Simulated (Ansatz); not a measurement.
# Au: response to strain

The reference is Au in the fcc (Cu type) structure (space group Fm-3m, No. 225; relaxed with 0.1 eV smearing).

```
CELL_PARAMETERS angstrom
      0.00000     2.04148     2.04148
      2.04148     0.00000     2.04148
      2.04148     2.04148     0.00000
ATOMIC_POSITIONS crystal
  Au 0.00000 0.00000 0.00000
```

Strains are applied to the cell and any free atomic positions relax.

Method: PBEsol in Ansatz (plane waves to 420 eV, PAW, no spin-orbit coupling).

Notes on the quantities. energy relative to the base: free energy F.

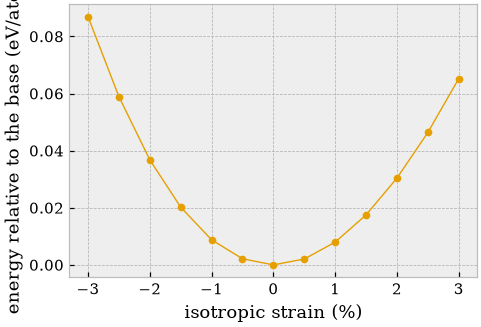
Fig. 1. Energy relative to the base against isotropic strain

Problem. From the plot, what is the energy relative to the base for isotropic strain −0.50 %?

Solution. About 0.002 eV/atom.

Problem. Is the trend monotonic over the range shown?

Solution. No, it turns within the range, spanning 0 meV/atom to +87 meV/atom.

Whether these cells are dynamically stable was not tested.

Ansatz is a quantum-chemistry and plane-wave program.
